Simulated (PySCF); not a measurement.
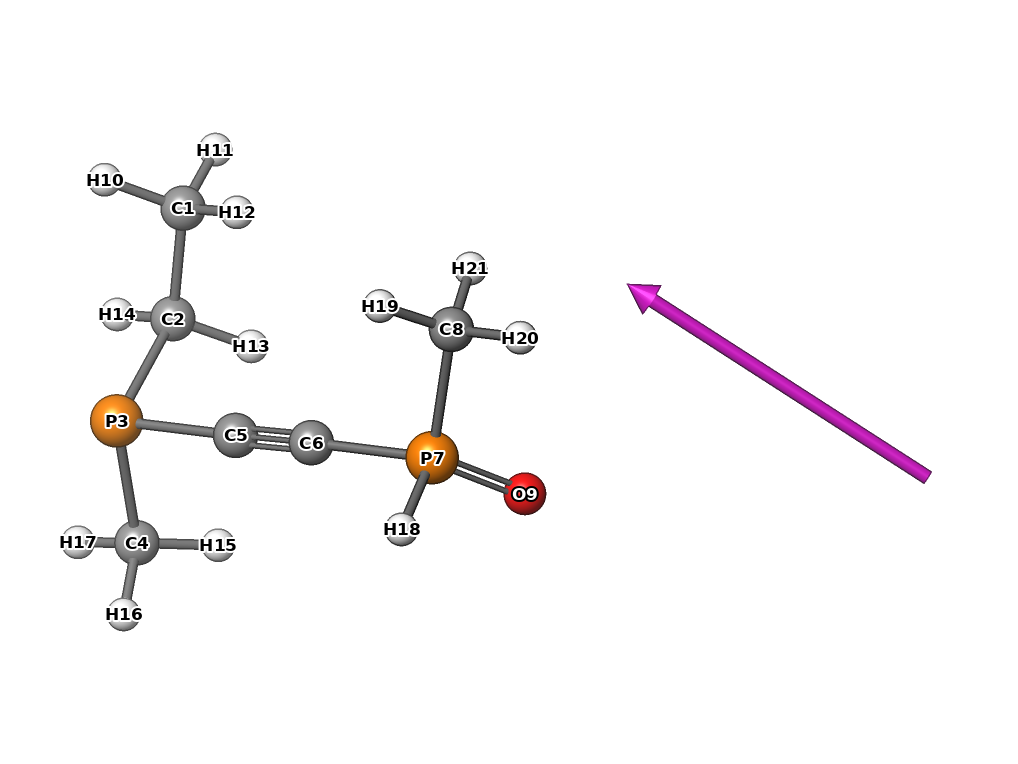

The arrow beside the molecule shows the direction of the dipole moment, from the negative to the positive end (its length means nothing). The computed structure is the end point of a GFN2-xTB optimisation. No frequency run is at hand to confirm it as a minimum. Level of theory: PBE0/pcSseg-1, gas phase (PySCF 2.14.0).

> How large is the dipole moment?

3.32 D; it points from the side of O9 to the side of H10 (the outermost atoms at the two ends).

The geometry is semi-empirical. Around P such bond lengths and angles can be off by a tenth of an ångström or more and by several degrees, and values that hang on the shape move with them.
